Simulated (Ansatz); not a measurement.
## Electronic structure of C$_{3}$H$_{7}$BFGa in real space

Input

```
crystal:
  periodic: [false, false, false]
  atoms:
    - {symbol: C, position_ang: [-2.152053, -0.521389, -0.004542]}
    - {symbol: C, position_ang: [-1.228599, 0.443796, -0.087081]}
    - {symbol: B, position_ang: [0.278241, 0.115487, -0.015043]}
    - {symbol: C, position_ang: [0.874061, -1.185274, -0.638018]}
    - {symbol: Ga, position_ang: [1.543167, 1.494060, 0.946041]}
    - {symbol: F, position_ang: [1.962644, 2.902995, -0.053284]}
    - {symbol: H, position_ang: [-1.875383, -1.571571, 0.007834]}
    - {symbol: H, position_ang: [-3.212757, -0.306295, 0.088671]}
    - {symbol: H, position_ang: [-1.583312, 1.473341, -0.065594]}
    - {symbol: H, position_ang: [1.374975, -0.866610, -1.565588]}
    - {symbol: H, position_ang: [1.655938, -1.659333, -0.038850]}
    - {symbol: H, position_ang: [0.131950, -1.934407, -0.929054]}
    - {symbol: H, position_ang: [2.231130, 1.615211, 2.354496]}
basis:
  gaussian: {orbitals: def2-TZVPP}
hamiltonian: {xc: pbe0, dispersion: d4}
output: {orbitals: {seedname: orbitals}}
```

Run with:

```sh
ansatz run in.yaml --threads 2 --pin off --events-out ev --progress --plain --max-ram 32768MiB --backend cuda --devices 0, --max-vram 18GiB
```

Geometry: PBE0-D4/def2-TZVP.

All numbers below come from RKS PBE0-D4/def2-TZVPP (Ansatz).

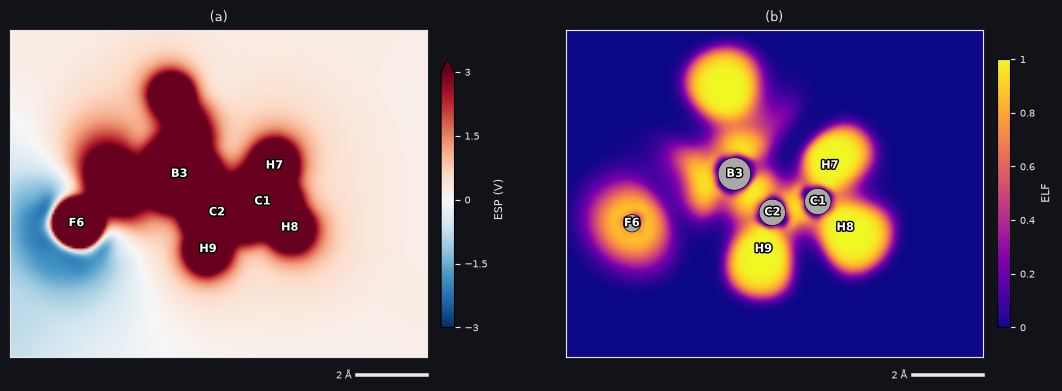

Figure 1. (a) molecular electrostatic potential; (b) electron localisation function on the plane of atoms C1, C2 and B3. Grey discs cover the atomic cores in the ELF map.

**Read the bonding off the picture.**

Atoms in the plane: C, B, F and H.
C–C (1.34 Å): the ELF peaks at about 0.95 between the atoms: a short, multiple covalent bond.
C–B (1.54 Å): the ELF peaks at about 1 between the atoms (localised, covalent bonding).
C–H (1.09 Å): the ELF climbs to about 1 towards the hydrogen, as it does in any bond to H: a covalent bond by its length.
The ELF also peaks beside F6, away from the bonds: lone-pair regions.
Outside the dense part of the molecule the potential is most negative (−2.2 V) near F6.

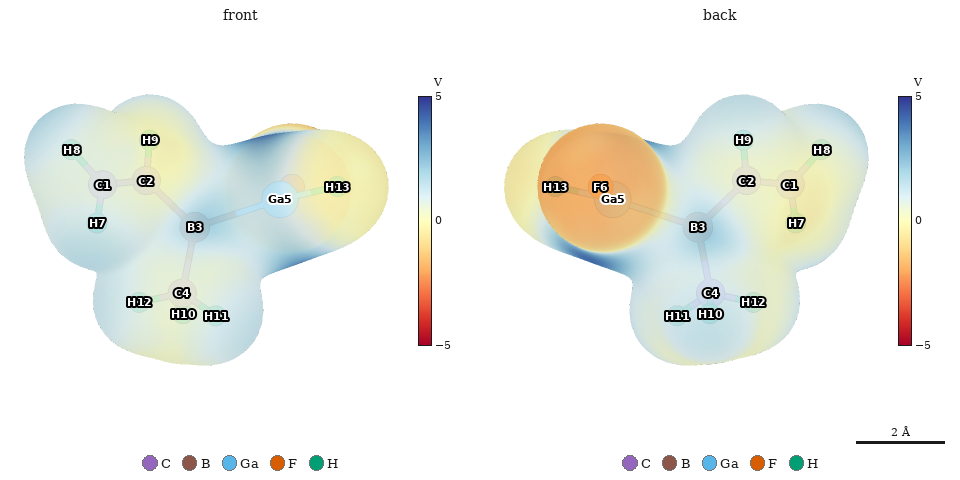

Figure 2. The electrostatic potential painted on the density surface at 0.004 e/bohr³, seen from the front and from behind; red is negative and blue positive.

**Describe the electrostatic potential map.**

The most negative region (about −2.0 V) lies over F6, the most positive (about +3.9 V) over Ga5.

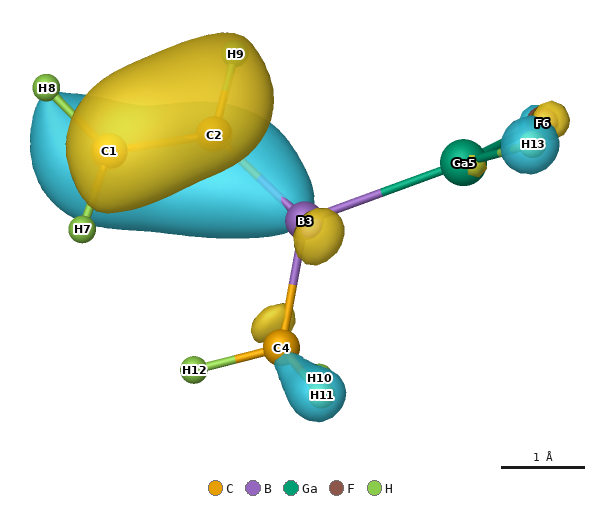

Figure 3. The HOMO−1 at ±0.15 Å⁻³ᐟ² (yellow and cyan are the two phases), seen at a tilt.

**Where does this orbital lie, and at what energy?**

It lies mainly on C2 (about 35 %), C1 (about 30 %) and B3 (about 10 %); π-bonding across C2–C1. Its energy is −8.52 eV.
